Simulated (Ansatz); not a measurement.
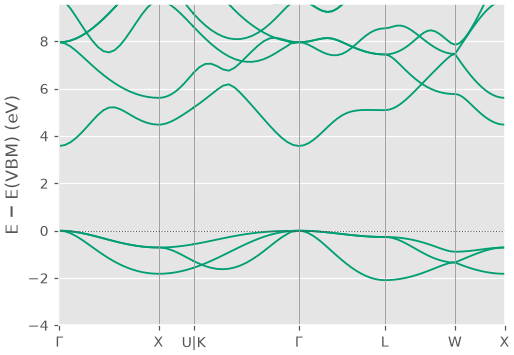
Band structure from DFT-PBE in the program Ansatz with PAW potentials

### Question
Read off the gap and where the band edges lie.

### Answer
About 3.6 eV (3.58 eV by a search for the band edges); maximum at Γ, minimum at Γ.

The material is NaI (rock salt, Fm-3m).

Symmetry was held in the PBE relaxation; phonons on a q-mesh show no instability. Scalar-relativistic: spin–orbit coupling is off unless named, which matters more the heavier the elements.

Potentials: the later of the program's two PAW sets.
